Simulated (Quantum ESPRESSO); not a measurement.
# Fe: a ladder in cutoff, mesh and threshold together, part 2 of 2

Two starts of Fe are run at each rung of cutoff, mesh and threshold together.

Quantum ESPRESSO 7.5; PBEsol; plane waves with GBRV 1.5 PBEsol potentials, no spin-orbit coupling (settings of the first rung).

So far, largest spin moment in the atom's sphere (μB): step 2 (rung 1, start ferro +) 2.18; step 3 (rung 1, start antiferro q=(1/2,1/2,1/2) +-) 1.69; step 4 (rung 2, start ferro +) 2.42; step 5 (rung 2, start antiferro q=(1/2,1/2,1/2) +-) 1.78; step 6 (rung 3, start ferro +) 2.33.

The database entry behind the starting cell differs from later determinations by our own check (about 0.2 % short), so it need not match the best structure at ambient conditions.

## Step 7: Rung 3, start antiferro q=(1/2,1/2,1/2) +-

The input, pw.in:

```
&CONTROL
  calculation = 'scf'
  prefix = 'pwscf'
  outdir = './tmp'
  pseudo_dir = './pseudo'
  disk_io = 'nowf'
  tprnfor = .true.
  tstress = .true.
/
&SYSTEM
  ibrav = 0
  nat = 2
  ntyp = 2
  ecutwfc = 40
  ecutrho = 280
  nbnd = 23
  occupations = 'smearing'
  smearing = 'fd'
  degauss = 0.00734986
  nspin = 2
  starting_magnetization(1) = 0.175
  starting_magnetization(2) = -0.175
/
&ELECTRONS
  conv_thr = 4d-09
  electron_maxstep = 150
  mixing_beta = 0.3
/
ATOMIC_SPECIES
Fe1    55.8450 fe_pbesol_v1.5.uspp.F.UPF
Fe2    55.8450 fe_pbesol_v1.5.uspp.F.UPF
CELL_PARAMETERS bohr
  -5.4055237850    5.4055237850    5.4055237850
   0.0000000000    0.0000000000    5.4055237850
   0.0000000000    5.4055237850    0.0000000000
ATOMIC_POSITIONS crystal
Fe1     0.0000000000    0.0000000000    0.0000000000
Fe2     0.5000000000    0.0000000000    0.0000000000
K_POINTS automatic
7 14 14 0 0 0
```

Run with:

```bash
> OMP_NUM_THREADS=1 mpirun -n 2 pw.x -nk 2 -in pw.in > pw.out
```

The log of the run:

```text
     [... lines left out ...]
Program PWSCF v.7.5 starts
     [... lines left out ...]
     number of atoms/cell      =            2
     [... lines left out ...]
     number of electrons       =        32.00
     number of Kohn-Sham states=           23
     kinetic-energy cutoff     =      40.0000  Ry
     charge density cutoff     =     280.0000  Ry
     scf convergence threshold =      4.0E-09
     [... lines left out ...]
     48 Sym. Ops., with inversion, found
     [... lines left out ...]
     number of k points=    60  Fermi-Dirac smearing, width (Ry)=  0.0073
     [... lines left out ...]
     iteration # 19     ecut=    40.00 Ry     beta= 0.30
     [... lines left out ...]
     Magnetic moment per site  (integrated on atomic sphere of radius R)
     atom   1 (R=0.206)  charge= 14.4095  magn=  1.7958
     atom   2 (R=0.206)  charge= 14.4096  magn= -1.7955
     [... lines left out ...]
     the Fermi energy is    17.7149 ev
!    total energy              =    -500.32609095 Ry
     estimated scf accuracy    <          1.3E-09 Ry
     smearing contrib. (-TS)   =      -0.01347372 Ry
     [... lines left out ...]
     total magnetization       =     0.00 Bohr mag/cell
     absolute magnetization    =     3.72 Bohr mag/cell
     convergence has been achieved in  19 iterations
     [... lines left out ...]
     Total force =     0.000000     Total SCF correction =     0.000000
     [... lines left out ...]
          total   stress  (Ry/bohr**3)                   (kbar)     P=     -158.38
     [... lines left out ...]
```

The job ended after 49 s (2 MPI ranks of Intel Xeon Platinum 8259CL at 2.50GHz (Skylake/Cascade Lake), shared host; peak memory 0.19 GiB).

This step gave:

```
magnetization  : 0 μB
final state    : antiferromagnetic
largest moment : 1.796 μB
```

## Step 8: Rung 4, start ferro +

The input, pw.in:

```
&CONTROL
  calculation = 'scf'
  prefix = 'pwscf'
  outdir = './tmp'
  pseudo_dir = './pseudo'
  disk_io = 'nowf'
  tprnfor = .true.
  tstress = .true.
/
&SYSTEM
  ibrav = 0
  nat = 1
  ntyp = 1
  ecutwfc = 52
  ecutrho = 364
  nbnd = 15
  occupations = 'smearing'
  smearing = 'fd'
  degauss = 0.00734986
  nspin = 2
  starting_magnetization(1) = 0.175
/
&ELECTRONS
  conv_thr = 1d-10
  electron_maxstep = 150
  mixing_beta = 0.3
/
ATOMIC_SPECIES
Fe     55.8450 fe_pbesol_v1.5.uspp.F.UPF
CELL_PARAMETERS bohr
  -2.7027618925    2.7027618925    2.7027618925
   2.7027618925   -2.7027618925    2.7027618925
   2.7027618925    2.7027618925   -2.7027618925
ATOMIC_POSITIONS crystal
Fe      0.0000000000    0.0000000000    0.0000000000
K_POINTS automatic
18 18 18 0 0 0
```

The log of the run:

```text
     [... lines left out ...]
Program PWSCF v.7.5 starts
     [... lines left out ...]
     number of atoms/cell      =            1
     [... lines left out ...]
     number of electrons       =        16.00
     number of Kohn-Sham states=           15
     kinetic-energy cutoff     =      52.0000  Ry
     charge density cutoff     =     364.0000  Ry
     scf convergence threshold =      1.0E-10
     [... lines left out ...]
     48 Sym. Ops., with inversion, found
     [... lines left out ...]
     number of k points=   195  Fermi-Dirac smearing, width (Ry)=  0.0073
     [... lines left out ...]
     iteration # 13     ecut=    52.00 Ry     beta= 0.30
     [... lines left out ...]
     Magnetic moment per site  (integrated on atomic sphere of radius R)
     atom   1 (R=0.413)  charge= 14.4105  magn=  2.3299
     [... lines left out ...]
     the Fermi energy is    17.3801 ev
!    total energy              =    -250.19605675 Ry
     estimated scf accuracy    <          9.4E-12 Ry
     smearing contrib. (-TS)   =      -0.00245123 Ry
     [... lines left out ...]
     total magnetization       =     2.28 Bohr mag/cell
     absolute magnetization    =     2.40 Bohr mag/cell
     convergence has been achieved in  13 iterations
     [... lines left out ...]
     Total force =     0.000000     Total SCF correction =     0.000000
     [... lines left out ...]
          total   stress  (Ry/bohr**3)                   (kbar)     P=     -131.19
     [... lines left out ...]
```

The job ended after 51 s (2 MPI ranks; peak memory 0.19 GiB).

Read from the output:

| Item | Value |
| --- | --- |
| magnetization | 2.284 μB |
| final state | ferromagnetic |
| largest moment | 2.330 μB |

## Step 9: Rung 4, start antiferro q=(1/2,1/2,1/2) +-

The input, pw.in:

```
&CONTROL
  calculation = 'scf'
  prefix = 'pwscf'
  outdir = './tmp'
  pseudo_dir = './pseudo'
  disk_io = 'nowf'
  tprnfor = .true.
  tstress = .true.
/
&SYSTEM
  ibrav = 0
  nat = 2
  ntyp = 2
  ecutwfc = 52
  ecutrho = 364
  nbnd = 23
  occupations = 'smearing'
  smearing = 'fd'
  degauss = 0.00734986
  nspin = 2
  starting_magnetization(1) = 0.175
  starting_magnetization(2) = -0.175
/
&ELECTRONS
  conv_thr = 2d-10
  electron_maxstep = 150
  mixing_beta = 0.3
/
ATOMIC_SPECIES
Fe1    55.8450 fe_pbesol_v1.5.uspp.F.UPF
Fe2    55.8450 fe_pbesol_v1.5.uspp.F.UPF
CELL_PARAMETERS bohr
  -5.4055237850    5.4055237850    5.4055237850
   0.0000000000    0.0000000000    5.4055237850
   0.0000000000    5.4055237850    0.0000000000
ATOMIC_POSITIONS crystal
Fe1     0.0000000000    0.0000000000    0.0000000000
Fe2     0.5000000000    0.0000000000    0.0000000000
K_POINTS automatic
9 18 18 0 0 0
```

The log of the run:

```text
     [... lines left out ...]
Program PWSCF v.7.5 starts
     [... lines left out ...]
     number of atoms/cell      =            2
     [... lines left out ...]
     number of electrons       =        32.00
     number of Kohn-Sham states=           23
     kinetic-energy cutoff     =      52.0000  Ry
     charge density cutoff     =     364.0000  Ry
     scf convergence threshold =      2.0E-10
     [... lines left out ...]
     48 Sym. Ops., with inversion, found
     [... lines left out ...]
     number of k points=   110  Fermi-Dirac smearing, width (Ry)=  0.0073
     [... lines left out ...]
     iteration # 21     ecut=    52.00 Ry     beta= 0.30
     [... lines left out ...]
     Magnetic moment per site  (integrated on atomic sphere of radius R)
     atom   1 (R=0.206)  charge= 14.4104  magn=  1.8007
     atom   2 (R=0.206)  charge= 14.4104  magn= -1.8008
     [... lines left out ...]
     the Fermi energy is    17.7138 ev
!    total energy              =    -500.32713378 Ry
     estimated scf accuracy    <          3.8E-11 Ry
     smearing contrib. (-TS)   =      -0.01352580 Ry
     [... lines left out ...]
     total magnetization       =    -0.00 Bohr mag/cell
     absolute magnetization    =     3.73 Bohr mag/cell
     convergence has been achieved in  21 iterations
     [... lines left out ...]
     Total force =     0.000000     Total SCF correction =     0.000000
     [... lines left out ...]
          total   stress  (Ry/bohr**3)                   (kbar)     P=     -157.96
     [... lines left out ...]
```

Elapsed: 1.9 min, on 2 MPI ranks; peak memory 0.27 GiB.

This step gave:

```yaml
magnetization: 0 μB
final_state: antiferromagnetic
largest_moment: 1.801 μB
```

## Step 10: The rungs together

Ladder, by row:

| rung | cutoff (eV) | mesh | state from the first start | state from the second start | second less first (meV a seeded atom) | moment, first (μB) | moment, second (μB) | CPU time (s) |
| --- | --- | --- | --- | --- | --- | --- | --- | --- |
| 1 | 299 | 6x6x6 | ferromagnetic | antiferromagnetic | 458.6 | 2.18 | 1.693 | 15.52 |
| 2 | 408 | 8x8x8 | ferromagnetic | antiferromagnetic | 430 | 2.417 | 1.778 | 29.45 |
| 3 | 544 | 14x14x14 | ferromagnetic | antiferromagnetic | 442.7 | 2.334 | 1.796 | 114.3 |
| 4 | 707 | 18x18x18 | ferromagnetic | antiferromagnetic | 442 | 2.33 | 1.801 | 329.9 |

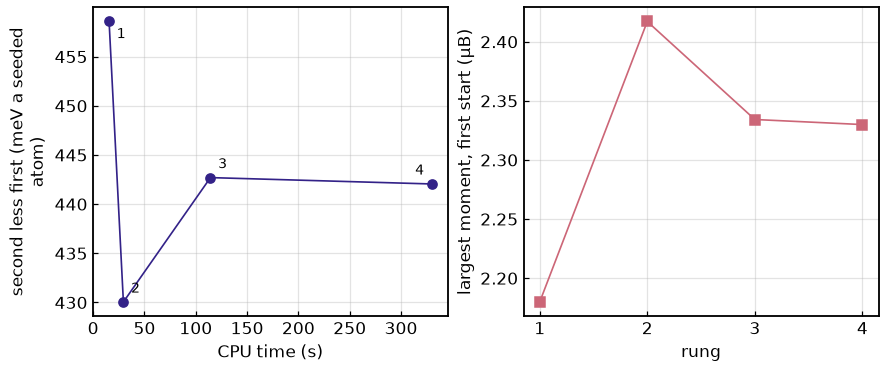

Result against cost, rungs numbered as in the table, and the moment by rung.

## Step 11: Results

| Property | Result |
| --- | --- |
| range of the largest moment, first start | 2.18 to 2.42 μB; second start 1.69 to 1.80 μB |
| range of CPU time | 16 s to 5.5 min |
| range of the energy difference | 430 to 459 meV a seeded atom |
| first rung that agrees with the last (margins below) | 3 |

What this shows: From rung 3 on the states are those of the last rung, the moments stay within 0.05 μB of it and the difference within 22 meV; rung 3 took 35 % of its CPU time. Energies are free energies at an electronic temperature of 1160 K, which lowers moments and differences where the moments are itinerant.

[Logs and program files are shortened in this print: banners, set-up blocks, solver, clock and traceback lines can be left out without a mark of their own.]

[Logs are printed without paths, hosts, clocks, repeated set-up lines and the standing remarks that a program may print on its own settings, such as how far it seeks lower states.]

[Hosts, paths, dates, database ids (printed as entryN), source tags and the programs' standing remarks are cut or masked in the printed files.]

[Where a cell is said to come from a database of computed structures, the database is the Materials Project.]
